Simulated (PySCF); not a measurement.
**[Dy(O2)2]−: other functionals and bases at one geometry**

How far do other levels of theory move the description of [Dy(O2)2]−, and what does each cost? The species was built from a template and needn't be a known compound.

The runs use PySCF 2.14.0; several levels, as the steps say, no spin–orbit coupling.

2 further runs of the same task are left out: 2 for a known fault of the program.

## Step 1: Starting geometry

5 atoms, charge -1, spin multiplicity 1.

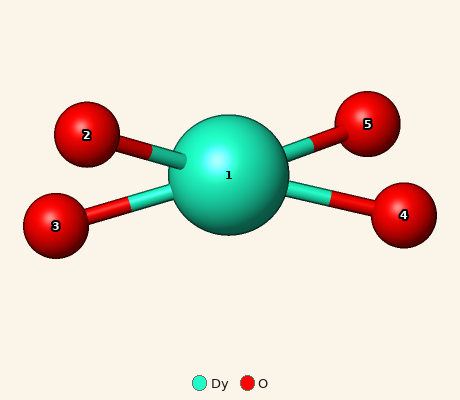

The geometry (dysprosium teal, oxygen red); atoms are numbered from 1 in the order of the file.

As a file:

```xyz
5
charge -1, multiplicity 1
Dy    0.0000    0.0000    0.0000
O     0.5408    0.5408    2.0020
O    -0.5408   -0.5408    2.0020
O     0.5408   -0.5408   -2.0020
O    -0.5408    0.5408   -2.0020
```

Formal oxidation states: Dy +3. Each metal's 9 4f electrons lie in its core potential, so multiplicities, spins and levels count the valence alone. An earlier session relaxed this geometry at BP86, Dy lcecp-1-SVP with ECP55, O def2-SVP (singlet, point group D2d).

At BP86 on the finer grid: E = -337.802132 Eh, HOMO 0.94 eV, LUMO 2.15 eV, Mulliken charge on Dy1 +0.62 e, largest force component 0.002 eV/Å. The highest filled level lies above zero; it isn't the detachment energy.

Levels to run: BLYP; TPSSh; CAM-B3LYP; HF; BP86, TZVP. Hardware: 2 threads of Arm Neoverse V2, shared host.

## Step 2: BLYP

Input file run.py (the lines that set the calculation):

```python
mol = gto.M(atom='''
Dy     0.00000     0.00000     0.00000
O      0.54082     0.54082     2.00199
O     -0.54082    -0.54082     2.00199
O      0.54082    -0.54082    -2.00199
O     -0.54082     0.54082    -2.00199''',
    basis={'Dy': 'lcecp-1-SVP', 'O': 'def2-SVP'},
    ecp={'Dy': 'lcecp-1-SVP'},
    charge=-1, spin=0)
mf = dft.RKS(mol, xc='BLYP')
mf.grids.atom_grid = (75, 302)  # f atoms: unpruned, at least (60, 302)
mf = mf.density_fit()  # fitting sets: Dy AutoAux, O def2-universal-JKFIT
mf.conv_tol = 1e-08; mf.max_cycle = 55
mf.kernel(dm0)  # dm0: the density of the relaxed state
```

The run is started by

```
$ OMP_NUM_THREADS=2 python run.py
```

The log of the run:

```text
init E= -337.677587102114
  HOMO = 0.0406650729114191  LUMO = 0.0807660836681912  gap/eV = 1.09120
cycle= 1 E= -337.677714701535  delta_E= -0.000128  |g|= 0.0713  |ddm|= 0.134
  HOMO = 0.0539944116314994  LUMO = 0.0776100514874298  gap/eV = 0.64261
cycle= 2 E= -337.668042628927  delta_E= 0.00967  |g|= 0.211  |ddm|= 0.237
  HOMO = 0.0416321965285482  LUMO = 0.0792685472958432  gap/eV = 1.02414
cycle= 3 E= -337.678776985812  delta_E= -0.0107  |g|= 0.0108  |ddm|= 0.198
  HOMO = 0.0419199884297267  LUMO = 0.0787737244642983  gap/eV = 1.00284
cycle= 4 E= -337.678813633359  delta_E= -3.66e-05  |g|= 0.000977  |ddm|= 0.0149
  HOMO = 0.0421229513186839  LUMO = 0.0788946222701341  gap/eV = 1.00061
cycle= 5 E= -337.678813903512  delta_E= -2.7e-07  |g|= 0.000227  |ddm|= 0.00153
  HOMO = 0.042116179848133  LUMO = 0.0788964813544446  gap/eV = 1.00084
cycle= 6 E= -337.678813913713  delta_E= -1.02e-08  |g|= 7.49e-05  |ddm|= 0.000157
  HOMO = 0.0421134131244533  LUMO = 0.0788975329075399  gap/eV = 1.00095
cycle= 7 E= -337.678813914518  delta_E= -8.05e-10  |g|= 5.22e-05  |ddm|= 9.63e-05
  HOMO = 0.0421100034844328  LUMO = 0.0788974362726265  gap/eV = 1.00104
Extra cycle  E= -337.678813906421  delta_E= 8.1e-09  |g|= 0.000186  |ddm|= 0.000224
converged SCF energy = -337.678813906421
```

Run time: 3.4 s. Hardware: 2 threads of Arm Neoverse V2, shared host.

Read off: E = -337.678814 Eh, HOMO 1.15 eV, LUMO 2.15 eV, Mulliken charge on Dy1 +0.56 e, largest force component 0.336 eV/Å. The highest filled level lies above zero; it isn't the detachment energy.

## Step 3: TPSSh

run.py (the lines that set the calculation): that of step 2 with these lines changed.

```diff
@@ -9,3 +9,3 @@
     charge=-1, spin=0)
-mf = dft.RKS(mol, xc='BLYP')
+mf = dft.RKS(mol, xc='TPSSH')
 mf.grids.atom_grid = (75, 302)  # f atoms: unpruned, at least (60, 302)
```

The run is started by

```
$ OMP_NUM_THREADS=2 python run.py
```

The log of the run:

```text
init E= -337.710848045283
  HOMO = 0.00560014187811168  LUMO = 0.0984552156958074  gap/eV = 2.52672
cycle= 1 E= -337.711086522716  delta_E= -0.000238  |g|= 0.107  |ddm|= 0.261
  HOMO = 0.0301539093047649  LUMO = 0.0922809777305993  gap/eV = 1.69056
cycle= 2 E= -337.696948590914  delta_E= 0.0141  |g|= 0.265  |ddm|= 0.353
  HOMO = 0.0134976188972471  LUMO = 0.0957109076084137  gap/eV = 2.23714
cycle= 3 E= -337.71410047869  delta_E= -0.0172  |g|= 0.00549  |ddm|= 0.238
  HOMO = 0.0139971830739341  LUMO = 0.0963387573970493  gap/eV = 2.24063
cycle= 4 E= -337.714109597454  delta_E= -9.12e-06  |g|= 0.000749  |ddm|= 0.00876
  HOMO = 0.0138864051311772  LUMO = 0.0963196184291419  gap/eV = 2.24312
cycle= 5 E= -337.714109725511  delta_E= -1.28e-07  |g|= 0.000148  |ddm|= 0.000909
  HOMO = 0.0138930443594569  LUMO = 0.0963162093994825  gap/eV = 2.24285
cycle= 6 E= -337.714109731033  delta_E= -5.52e-09  |g|= 3.07e-05  |ddm|= 0.000148
  HOMO = 0.0138998615046861  LUMO = 0.0963155289023163  gap/eV = 2.24264
Extra cycle  E= -337.714109730348  delta_E= 6.85e-10  |g|= 6.15e-05  |ddm|= 8.21e-05
converged SCF energy = -337.714109730348
```

Run time: 4.5 s. Hardware: 2 threads of Arm Neoverse V2, shared host.

Read off: E = -337.714110 Eh, HOMO 0.38 eV, LUMO 2.62 eV, Mulliken charge on Dy1 +0.81 e, largest force component 0.144 eV/Å. The highest filled level lies above zero; it isn't the detachment energy.

## Step 4: CAM-B3LYP

run.py (the lines that set the calculation): that of step 3 with these lines changed.

```diff
@@ -9,3 +9,3 @@
     charge=-1, spin=0)
-mf = dft.RKS(mol, xc='TPSSH')
+mf = dft.RKS(mol, xc='CAMB3LYP')
 mf.grids.atom_grid = (75, 302)  # f atoms: unpruned, at least (60, 302)
```

The run is started by

```
$ OMP_NUM_THREADS=2 python run.py
```

The log of the run:

```text
init E= -337.576013001131
  HOMO = -0.0789624861375383  LUMO = 0.130560024333253  gap/eV = 5.70140
cycle= 1 E= -337.581861148257  delta_E= -0.00585  |g|= 0.117  |ddm|= 0.312
  HOMO = -0.0558665231251158  LUMO = 0.12162109434621  gap/eV = 4.82968
cycle= 2 E= -337.579280024203  delta_E= 0.00258  |g|= 0.161  |ddm|= 0.25
  HOMO = -0.0721605642040049  LUMO = 0.124244337783896  gap/eV = 5.34445
cycle= 3 E= -337.584981958439  delta_E= -0.0057  |g|= 0.00879  |ddm|= 0.137
  HOMO = -0.0710099969327218  LUMO = 0.124845489156975  gap/eV = 5.32950
cycle= 4 E= -337.585008677166  delta_E= -2.67e-05  |g|= 0.00296  |ddm|= 0.0107
  HOMO = -0.0711092756032519  LUMO = 0.124635176163309  gap/eV = 5.32648
cycle= 5 E= -337.585014379059  delta_E= -5.7e-06  |g|= 0.000397  |ddm|= 0.00741
  HOMO = -0.07114167781536  LUMO = 0.124623888937144  gap/eV = 5.32705
cycle= 6 E= -337.585014664633  delta_E= -2.86e-07  |g|= 7.36e-05  |ddm|= 0.00184
  HOMO = -0.0711426367359252  LUMO = 0.124629586797635  gap/eV = 5.32723
cycle= 7 E= -337.585014669921  delta_E= -5.29e-09  |g|= 1.45e-05  |ddm|= 0.000227
  HOMO = -0.0711425428399972  LUMO = 0.124629510296025  gap/eV = 5.32723
Extra cycle  E= -337.585014670156  delta_E= -2.35e-10  |g|= 5.76e-06  |ddm|= 3.87e-05
converged SCF energy = -337.585014670156
```

Run time: 4.3 s. Hardware: 2 threads of Arm Neoverse V2, shared host.

Read off: E = -337.585015 Eh, HOMO -1.94 eV, LUMO 3.39 eV, Mulliken charge on Dy1 +0.82 e, largest force component 0.454 eV/Å. 

## Step 5: HF

run.py (the lines that set the calculation): that of step 4 with these lines changed.

```diff
@@ -9,4 +9,3 @@
     charge=-1, spin=0)
-mf = dft.RKS(mol, xc='CAMB3LYP')
-mf.grids.atom_grid = (75, 302)  # f atoms: unpruned, at least (60, 302)
+mf = scf.RHF(mol)
 mf = mf.density_fit()  # fitting sets: Dy AutoAux, O def2-universal-JKFIT
```

The run is started by

```
$ OMP_NUM_THREADS=2 python run.py
```

The log of the run:

```text
init E= -335.669287484201
  HOMO = -0.177150404454543  LUMO = 0.180421309129258  gap/eV = 9.73002
cycle= 1 E= -335.745397073216  delta_E= -0.0761  |g|= 0.139  |ddm|= 0.738
  HOMO = -0.169456884450186  LUMO = 0.166962585818997  gap/eV = 9.15444
cycle= 2 E= -335.750557456897  delta_E= -0.00516  |g|= 0.0482  |ddm|= 0.204
  HOMO = -0.180099667952786  LUMO = 0.169019474132639  gap/eV = 9.50002
cycle= 3 E= -335.751459699498  delta_E= -0.000902  |g|= 0.0254  |ddm|= 0.0642
  HOMO = -0.17688158194872  LUMO = 0.168940451439077  gap/eV = 9.41030
cycle= 4 E= -335.751700362008  delta_E= -0.000241  |g|= 0.00514  |ddm|= 0.0324
  HOMO = -0.177931226595806  LUMO = 0.168721597490311  gap/eV = 9.43290
cycle= 5 E= -335.751731688935  delta_E= -3.13e-05  |g|= 0.00185  |ddm|= 0.0137
  HOMO = -0.178252114368757  LUMO = 0.168829417271052  gap/eV = 9.44457
cycle= 6 E= -335.751735636183  delta_E= -3.95e-06  |g|= 0.000484  |ddm|= 0.00534
  HOMO = -0.178322279326797  LUMO = 0.168832735872421  gap/eV = 9.44657
cycle= 7 E= -335.751735905278  delta_E= -2.69e-07  |g|= 0.000164  |ddm|= 0.00134
  HOMO = -0.178320480042412  LUMO = 0.168832930115379  gap/eV = 9.44653
cycle= 8 E= -335.751735942226  delta_E= -3.69e-08  |g|= 6.85e-05  |ddm|= 0.000496
  HOMO = -0.178313335802709  LUMO = 0.168833910349136  gap/eV = 9.44636
cycle= 9 E= -335.751735949544  delta_E= -7.32e-09  |g|= 1.28e-05  |ddm|= 0.000303
  HOMO = -0.178313975412962  LUMO = 0.168833537400726  gap/eV = 9.44636
Extra cycle  E= -335.751735949686  delta_E= -1.42e-10  |g|= 7.04e-06  |ddm|= 2.35e-05
converged SCF energy = -335.751735949686
```

It took 1.8 s on 2 threads of Arm Neoverse V2, shared host.

Read off: E = -335.751736 Eh, HOMO -4.85 eV, LUMO 4.59 eV, Mulliken charge on Dy1 +1.41 e, largest force component 0.883 eV/Å. 

## Step 6: BP86, TZVP

Basis: Dy lcecp-1-TZVP with ECP55, O def2-TZVP. 

Input file run.py (the lines that set the calculation):

```python
mol = gto.M(atom='''
Dy     0.00000     0.00000     0.00000
O      0.54082     0.54082     2.00199
O     -0.54082    -0.54082     2.00199
O      0.54082    -0.54082    -2.00199
O     -0.54082     0.54082    -2.00199''',
    basis={'Dy': 'lcecp-1-TZVP', 'O': 'def2-TZVP'},
    ecp={'Dy': 'lcecp-1-TZVP'},
    charge=-1, spin=0)
mf = dft.RKS(mol, xc='B88,P86')
mf.grids.atom_grid = (75, 302)  # f atoms: unpruned, at least (60, 302)
mf = mf.density_fit()  # fitting sets: Dy AutoAux, O def2-universal-JKFIT
mf.conv_tol = 1e-08; mf.max_cycle = 55
mf.kernel(dm0)  # dm0: free metal ions and neutral atoms
```

The run is started by

```
$ OMP_NUM_THREADS=2 python run.py
```

The log of the run:

```text
init E= -347.714466670135
  HOMO = 0.0818482395706118  LUMO = 0.128328514805916  gap/eV = 1.26479
cycle= 1 E= -335.632656352804  delta_E= 12.1  |g|= 3.39  |ddm|= 3.29
  HOMO = -0.421901822950996  LUMO = -0.391837771417922  gap/eV = 0.81808
cycle= 2 E= -321.54488676944  delta_E= 14.1  |g|= 7.47  |ddm|=  5.6
  HOMO = -0.138078225261773  LUMO = 0.0259490036855517  gap/eV = 4.46341
cycle= 3 E= -338.014173381845  delta_E= -16.5  |g|= 0.798  |ddm|= 4.52
  HOMO = 0.0413025923847748  LUMO = 0.106462649189872  gap/eV = 1.77310
cycle= 4 E= -338.149925019788  delta_E= -0.136  |g|= 0.318  |ddm|= 1.33
  HOMO = 0.0210110798070542  LUMO = 0.0725239126620032  gap/eV = 1.40174
cycle= 5 E= -338.174091505356  delta_E= -0.0242  |g|= 0.145  |ddm|= 0.547
  HOMO = 0.0227596950449217  LUMO = 0.0766071125493433  gap/eV = 1.46526
cycle= 6 E= -338.179010982139  delta_E= -0.00492  |g|= 0.0439  |ddm|= 0.0889
  HOMO = 0.0207507821047076  LUMO = 0.0761311159845732  gap/eV = 1.50698
cycle= 7 E= -338.179404394053  delta_E= -0.000393  |g|= 0.0169  |ddm|= 0.0206
  HOMO = 0.0194008484432852  LUMO = 0.0757977636758724  gap/eV = 1.53464
cycle= 8 E= -338.17947242057  delta_E= -6.8e-05  |g|= 0.00189  |ddm|= 0.01
  HOMO = 0.0194123309951061  LUMO = 0.0759223212745006  gap/eV = 1.53772
cycle= 9 E= -338.179473399155  delta_E= -9.79e-07  |g|= 0.000244  |ddm|= 0.00161
  HOMO = 0.0194018718543685  LUMO = 0.0759253875976462  gap/eV = 1.53808
cycle= 10 E= -338.179473410706  delta_E= -1.16e-08  |g|= 1.94e-05  |ddm|= 0.000187
  HOMO = 0.0194012501828937  LUMO = 0.0759265654716366  gap/eV = 1.53813
cycle= 11 E= -338.179473410807  delta_E= -1e-10  |g|= 5.76e-06  |ddm|= 2.46e-05
  HOMO = 0.0194030082838513  LUMO = 0.0759272421808213  gap/eV = 1.53810
Extra cycle  E= -338.179473410757  delta_E= 4.91e-11  |g|= 1.58e-05  |ddm|= 1.29e-05
converged SCF energy = -338.179473410757
```

Run time: 11 s. Hardware: 2 threads of Arm Neoverse V2, shared host.

Read off: E = -338.179473 Eh, HOMO 0.53 eV, LUMO 2.07 eV, Mulliken charge on Dy1 +1.15 e, largest force component 0.094 eV/Å. The highest filled level lies above zero; it isn't the detachment energy.

## Step 7: All levels side by side

| level | state | HOMO (eV) | gap (eV) | charge on Dy1 (e) | dipole (D) | largest force (eV/Å) | basis functions | time |
| --- | --- | --- | --- | --- | --- | --- | --- | --- |
| BP86 (relaxed here) | singlet | 0.94 | 1.22 | 0.62 | 0.00 | 0.00 | 89 | 7.8 s |
| BLYP | singlet | 1.15 | 1.00 | 0.56 | 0.00 | 0.34 | 89 | 3.4 s |
| TPSSh | singlet | 0.38 | 2.24 | 0.81 | 0.00 | 0.14 | 89 | 4.5 s |
| CAM-B3LYP | singlet | -1.94 | 5.33 | 0.82 | 0.00 | 0.45 | 89 | 4.3 s |
| HF | singlet | -4.85 | 9.45 | 1.41 | 0.00 | 0.88 | 89 | 1.8 s |
| BP86, TZVP | singlet | 0.53 | 1.54 | 1.15 | 0.00 | 0.09 | 171 | 11 s |

Times are on 2 threads of Arm Neoverse V2, shared host; the first row also made further properties. The dipole of a charged species depends on the origin, so these sizes hold for this origin alone.

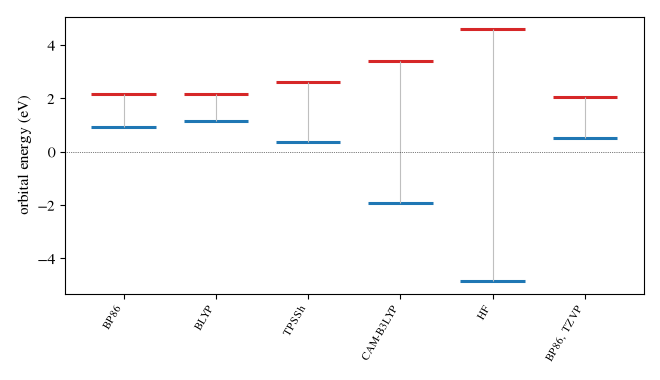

Highest filled and lowest empty level, method by method.

In one basis the HOMO–LUMO gap runs from 1.00 eV (BLYP) to 9.45 eV (HF). The largest leftover force, 0.88 eV/Å with HF, stands at a geometry relaxed at another level. The Mulliken charge on Dy spans +0.56 to +1.41 e over the levels. With 4f in the core, its levels are missing from HOMO and gap. Total energies of different levels can't be compared. Spin–orbit coupling is left out throughout.
